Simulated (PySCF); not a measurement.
**C₃H₆BrFSi: electronic excitations**

What electronic excitations should C₃H₆BrFSi (`F/C=C(/Br)C[SiH3]`) show?

Computed with PySCF 2.14.0, with density-fitted response routines of our own, on a single molecule in the gas phase. Atoms are numbered from 0 throughout.

**1. The starting structure**

12 atoms, charge 0, multiplicity 1; geometry from: GFN2-xTB.

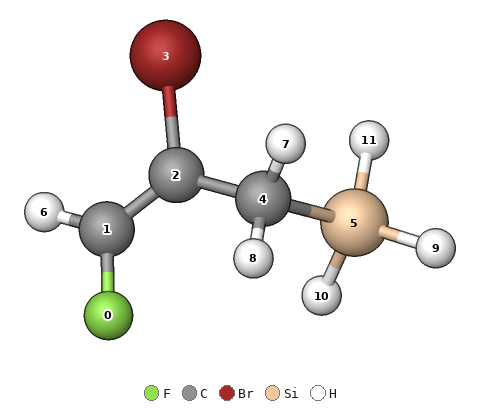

As it starts; fluorine green, carbon grey, bromine red, silicon light orange, hydrogen white, atoms numbered.

**2. TDDFT and polarisability: PBE0/def2-SVPD**

The job: settings as JSON, then the geometry in Å.

```
{"job": {"kind": "uv", "xc": "PBE0", "basis": "def2-SVPD", "nstates": 8, "ntriplets": 3}, "charge": 0, "multiplicity": 1}
F      2.038649     1.311723    -0.796776
C      1.966812     0.025696    -0.401436
C      0.943024    -0.405534     0.322211
Br     0.958526    -2.246961     0.796975
C     -0.236986     0.376194     0.741053
Si    -1.738160     0.040862    -0.412847
H      2.811475    -0.559501    -0.728076
H     -0.508536     0.120536     1.765527
H      0.016009     1.436820     0.713423
H     -2.822746     0.896106     0.063269
H     -1.332454     0.376086    -1.776750
H     -2.094415    -1.372712    -0.312601
```

With the program's defaults for keys left out, this is: TDDFT PBE0/def2-SVPD, vertical, gas phase, core orbitals frozen in the response.

On the command line:

```console
> OMP_NUM_THREADS=1 python probes_run.py task.json out
```

This one command runs all jobs of the session in turn.

Standard output:

```text
coarse grid: 49416 points
cycle   1  E = -3080.1475850289  dE = -5.354e-01  |g| = 4.076e-01  |ddm| = 4.863e+00
cycle   2  E = -3080.1295725908  dE =  1.801e-02  |g| = 5.269e-01  |ddm| = 1.079e+00
cycle   3  E = -3080.1779604252  dE = -4.839e-02  |g| = 7.252e-02  |ddm| = 5.561e-01
cycle   4  E = -3080.1787557441  dE = -7.953e-04  |g| = 2.355e-02  |ddm| = 1.059e-01
cycle   5  E = -3080.1788681641  dE = -1.124e-04  |g| = 9.417e-03  |ddm| = 4.883e-02
cycle   6  E = -3080.1788888147  dE = -2.065e-05  |g| = 3.613e-03  |ddm| = 2.176e-02
cycle   7  E = -3080.1788920367  dE = -3.222e-06  |g| = 4.163e-04  |ddm| = 5.785e-03
final grid: 102464 points
cycle   8  E = -3080.1788444872  dE = -3.962e-08  |g| = 4.714e-04  |ddm| = 8.706e-03
cycle   9  E = -3080.1788444446  dE =  4.257e-08  |g| = 6.373e-04  |ddm| = 1.890e-03
cycle  10  E = -3080.1788445435  dE = -9.882e-08  |g| = 1.039e-04  |ddm| = 1.045e-03
cycle  11  E = -3080.1788445463  dE = -2.866e-09  |g| = 1.637e-05  |ddm| = 2.087e-04
cycle  12  E = -3080.1788445464  dE = -5.366e-11  |g| = 2.438e-06  |ddm| = 3.443e-05
converged SCF energy = -3080.1788445464

Static polarisability (au): isotropic 86.006, principal 69.321 92.678 96.018

Singlet excitations
state   eV       nm        f      main configurations
  1   5.0679    244.6   0.00042   H->L 0.97
  2   6.2523    198.3   0.08807   H->L+2 0.66, H->L+1 0.31
  3   6.2898    197.1   0.15054   H->L+1 0.62, H->L+2 0.31
  4   6.5299    189.9   0.00473   H-1->L 0.97
  5   6.9381    178.7   0.00049   H-1->L+1 0.92
  6   6.9956    177.2   0.01341   H->L+3 0.91
  7   7.0381    176.2   0.00001   H-2->L 0.88
  8   7.1596    173.2   0.00717   H->L+4 0.91

Triplet excitations (Tamm-Dancoff, eV): 4.0081 4.5983 5.8082
```

Run time: 67 s. Hardware: 1 thread of Arm Neoverse N1, shared host; peak memory 0.79 GiB.

The orbitals next to the gap, with their largest atomic shares:

| orbital | eV | atoms |
| --- | --- | --- |
| HOMO−3 | -9.83 | Si5 36 %, H11 28 %, H10 14 % |
| HOMO−2 | -8.95 | Br3 50 %, C4 16 %, Si5 11 % |
| HOMO−1 | -8.55 | Br3 82 %, C2 8 %, C4 4 % |
| HOMO | -7.05 | Br3 26 %, C1 25 %, C2 23 % |
| LUMO | -0.43 | Br3 57 %, C2 23 %, C1 6 % |
| LUMO+1 | -0.23 | C1 29 %, C2 27 %, Si5 9 % |
| LUMO+2 | 0.28 | Si5 28 %, Br3 14 %, C4 10 % |

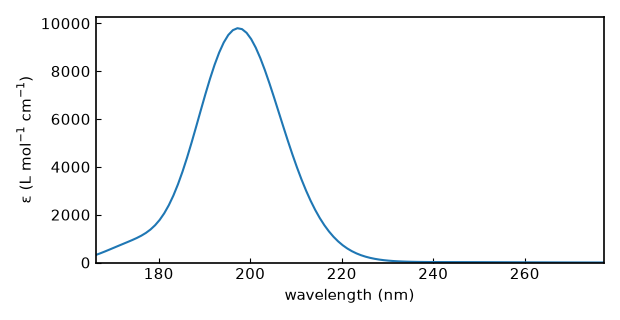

Absorption spectrum: each of the 8 states is a Gaussian band of 0.4 eV half-width at 1/e. Beyond the last state computed it falls off for lack of states.

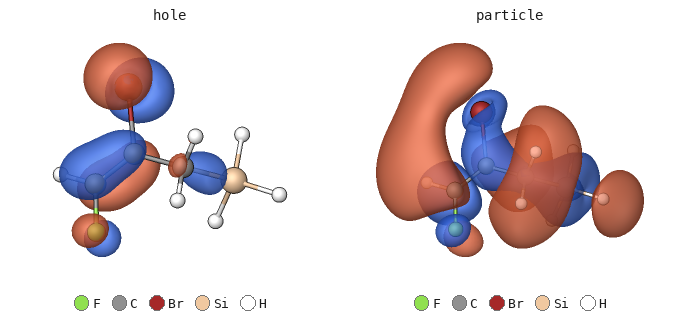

Leading natural transition orbitals of singlet state 3: the electron leaves the hole (left) for the particle orbital (right).

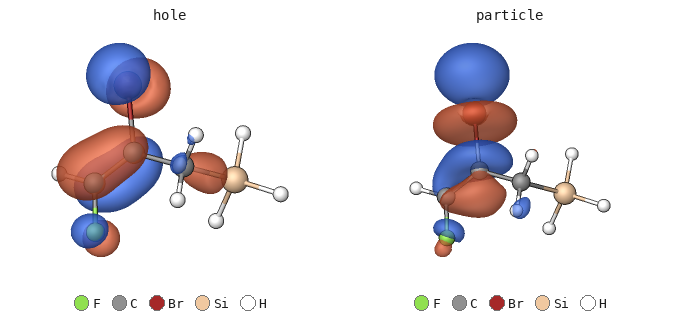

Leading natural transition orbitals of singlet state 1: the electron leaves the hole (left) for the particle orbital (right).

Further results of this job:

| property | computed |
| --- | --- |
| dipole moment (D) | 0.60 |
| polarisability (Å³) | 12.74 |
| HOMO–LUMO gap (eV) | 6.62 |
| −ε(HOMO) (eV) | 7.05 |

Orbitals, density, ELF and potential are computed afterwards from the orbital file.

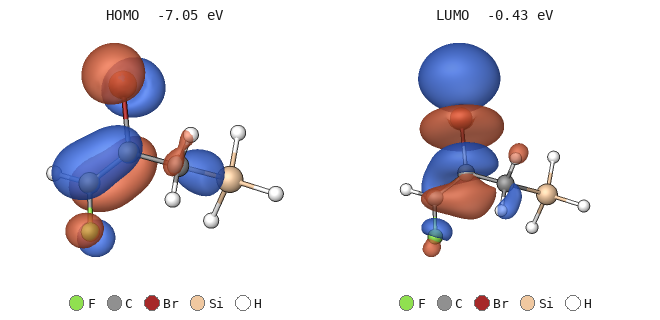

PBE0/def2-SVPD orbitals near the gap, drawn at the value that encloses 70 % of each; the two colours are the two signs.

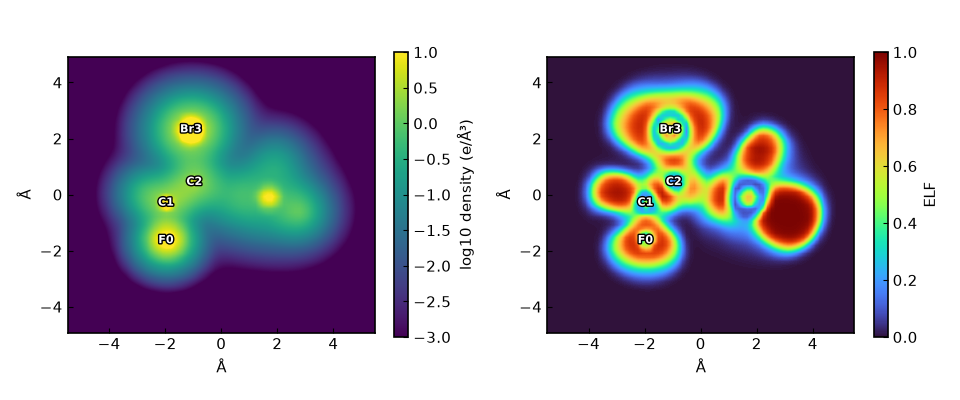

Density (left) and ELF (right) in a plane through or near 4 of the atoms.

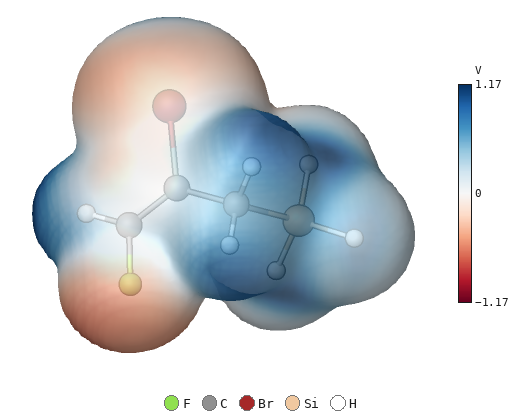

The potential that a unit positive charge feels on the 0.002 e/bohr³ surface, from -0.60 V near F0 to 1.17 V near H6.

**3. Summary of results**

```
                                quantity                        value
         lowest singlet (PBE0/def2-SVPD)  5.07 eV (245 nm), f = 0.000
brightest single state of those computed  state 3, 6.29 eV, f = 0.151
                          lowest triplet                      4.01 eV
   surface potential, least and greatest           -0.60 V and 1.17 V
```

In words: The first singlet state (HOMO→LUMO 0.97) lies at 5.07 eV and is dark; of the 8 states computed, the strongest absorption comes from state 3 at 6.29 eV. The lowest triplet lies 1.06 eV below the lowest singlet (triplets in Tamm-Dancoff, singlets in full TDDFT). At PBE0/def2-SVPD, counted by nearest atom on the grid, the HOMO lies on Br3 28 %; C1 27 %, the LUMO on Br3 50 %; C2 26 %.
